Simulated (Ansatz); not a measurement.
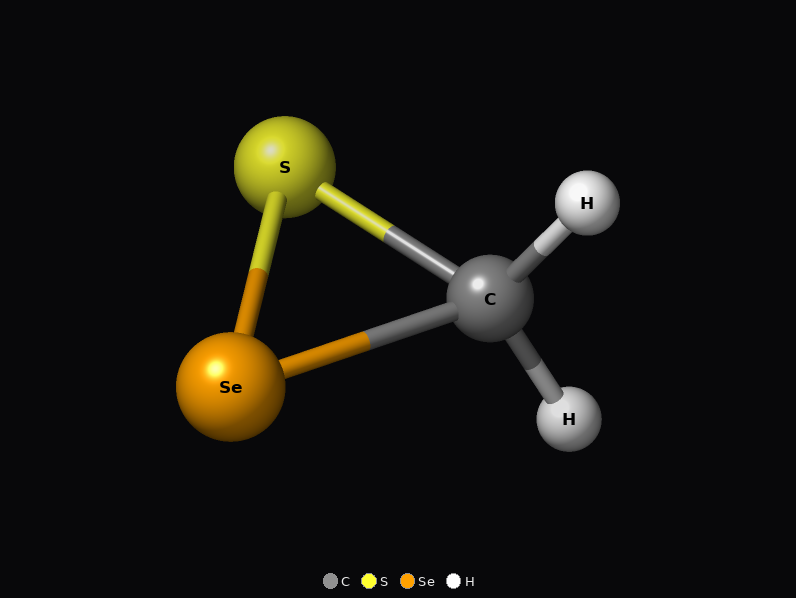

Rendered structure (ball-and-stick style). Every bond is drawn as one stick, whatever its order.

Computed geometry: PBE0-D4/def2-TZVP optimisation. No frequency run is at hand to confirm it as a minimum.

Give the formula.

Answer. CH₂SSe, 5 atoms: 1 carbon, 2 hydrogen, 1 sulfur and 1 selenium.

Which point group does it belong to?

Answer. Cs.

How many sets of symmetry-equivalent atoms are there?

Answer. 4: 1 C, 1 S, 1 Se, 2 H.

How many bonds of each kind are drawn?

Answer. 2 C–H, 1 C–S, 1 S–Se, 1 C–Se. Sticks follow a distance rule.

More results for the same structure follow; atom numbers are the same in all pictures, views and colours differ.

Shape

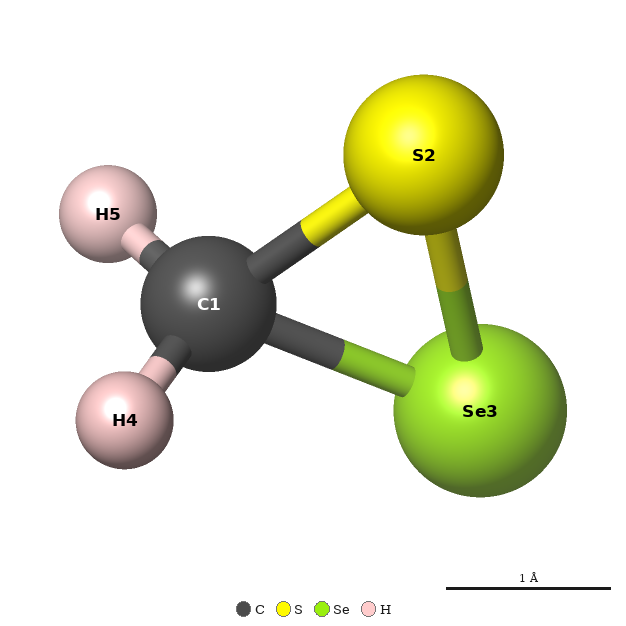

Numbered structure. No frequency run is at hand to confirm it as a minimum.

List the bonds and their lengths.

```
  bond  length (Å)
 C1–S2       1.778
C1–Se3       1.941
 C1–H4       1.084
 C1–H5       1.084
S2–Se3       2.207
```

Electronic properties

No frequency run is at hand to confirm it as a minimum. Properties computed with RKS PBE0-D4/def2-TZVPP (Ansatz 0.2.0).

What is the HOMO energy (Kohn–Sham orbital)?

Answer. −6.13 eV.

What is the HOMO–LUMO gap?

Answer. 4.14 eV.

Charges

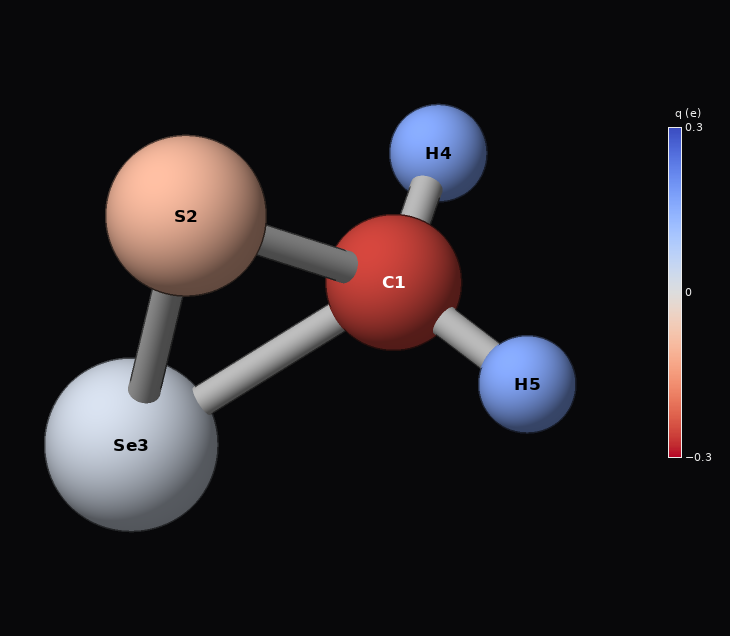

Atoms are coloured by their Mulliken charges. No frequency run is at hand to confirm it as a minimum. Properties computed with RKS PBE0-D4/def2-TZVP (Ansatz 0.2.0).

Which atom carries the highest charge (most positive or least negative)?

Answer. H4, H5 (0.16 e).

And the lowest?

Answer. C1 (−0.26 e).

Give the Mulliken charges atom by atom.

| atom | value (e) |
| --- | --- |
| C1 | −0.26 |
| S2 | −0.10 |
| Se3 | 0.03 |
| H4 | 0.16 |
| H5 | 0.16 |

Dipole moment

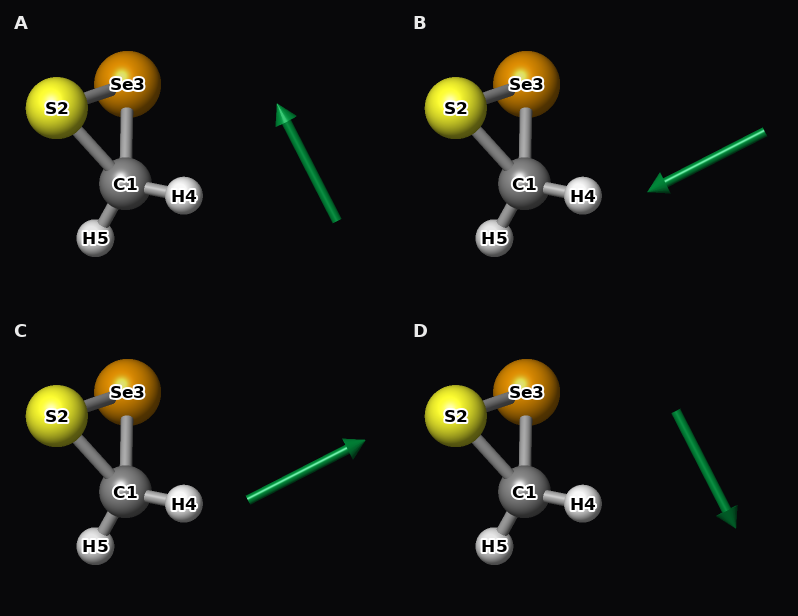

The same molecule four times, each with an arrow. No frequency run is at hand to confirm it as a minimum. Properties computed with RKS PBE0-D4/def2-TZVP (Ansatz 0.2.0).

Which arrow points along the dipole moment, from the negative to the positive end?

Answer. D. The dipole moment is 1.55 D; it points from the side of S2 to the side of H4, H5 (the outermost atoms at the two ends).

Mulliken values depend strongly on the basis set and can even reverse the polarity of a bond.
